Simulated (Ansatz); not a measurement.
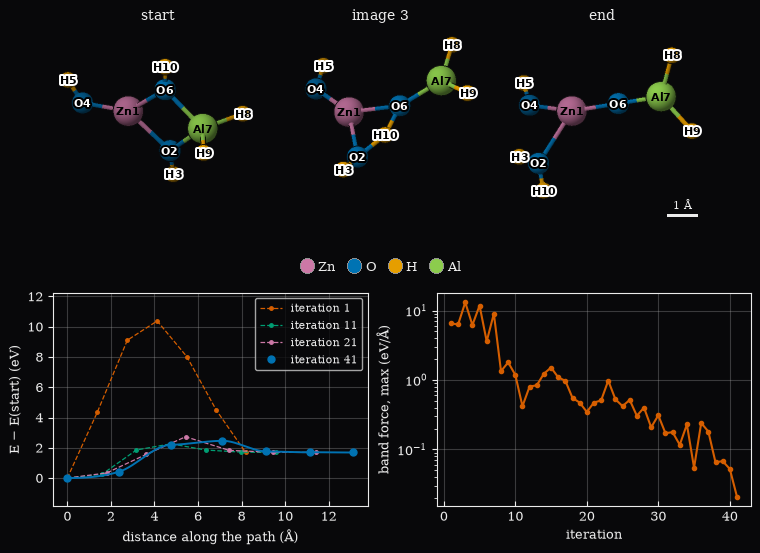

NEB run on ZnAlH$_{5}$O$_{3}$. Images are numbered from 0 (start) to 6 (end). The plot follows the band through its iterations. Style: ball-and-stick. Shown at a tilt.

Method: Ansatz 0.2.0, RHF/def2-SVP.

Input file:
```yaml
crystal:
  periodic: [false, false, false]
  atoms:
    - { symbol: Zn, position_ang: [0.340631, -0.390504, -0.138493] }
    - { symbol: O, position_ang: [0.014647, -1.475644, 1.468672] }
    - { symbol: H, position_ang: [-0.785698, -1.754101, 1.88205] }
    - { symbol: O, position_ang: [-0.610564, 0.47125, -1.394034] }
    - { symbol: H, position_ang: [-0.19301, 0.908244, -2.117062] }
    - { symbol: O, position_ang: [2.163869, -0.818256, 0.484994] }
    - { symbol: Al, position_ang: [1.750115, -1.819369, 1.978313] }
    - { symbol: H, position_ang: [2.14399, -3.348997, 1.798054] }
    - { symbol: H, position_ang: [2.140246, -1.067131, 3.322644] }
    - { symbol: H, position_ang: [3.021175, -0.600392, 0.157762] }
basis:
  gaussian: { orbitals: def2-SVP }
hamiltonian:
  xc: hf
neb:
  order_check: false
  images: 5
  f_tol: 0.05
  max_iterations: 60
  initial_path: linear
  final_atoms:
    - { symbol: Zn, position_ang: [0.54203849, -0.92476526, 0.17638079] }
    - { symbol: O, position_ang: [1.19355931, 1.15687909, 0.16549997] }
    - { symbol: H, position_ang: [0.50747339, 1.37254145, -0.46527592] }
    - { symbol: O, position_ang: [-0.59302019, -0.22554188, -1.07069234] }
    - { symbol: H, position_ang: [-1.18333379, -0.71958571, -1.6125841] }
    - { symbol: O, position_ang: [1.32196341, -2.0593667, 1.31854188] }
    - { symbol: Al, position_ang: [2.07387918, -3.10773991, 2.36542693] }
    - { symbol: H, position_ang: [2.58347739, -4.52500859, 1.86625137] }
    - { symbol: H, position_ang: [2.29043225, -2.70563504, 3.88614432] }
    - { symbol: H, position_ang: [1.24893157, 1.84332254, 0.81320711] }
```

Command:
```bash
ansatz run input.yaml --threads 2 --pin off --max-ram 3072MiB --backend cpu --events-out ev --progress --plain --runs-dir out
```

Question: Did the band converge, and can the barrier be trusted?

Answer: The run is converged, with reservations. The band converged in 41 iterations. The largest component of the band force went from 6.5 to 0.021 eV/Å. The climbing image converged on the top of the path. Its curvatures weren't checked. The straight starting path can push atoms close together and costs iterations. The first iteration put the highest image at 10.38 eV. The highest point, image 3, lies 2.46 eV above the start and 0.77 eV above the end; the end is at +1.69 eV relative to the start.

Limits of the set-up: Hartree-Fock leaves out electron correlation.
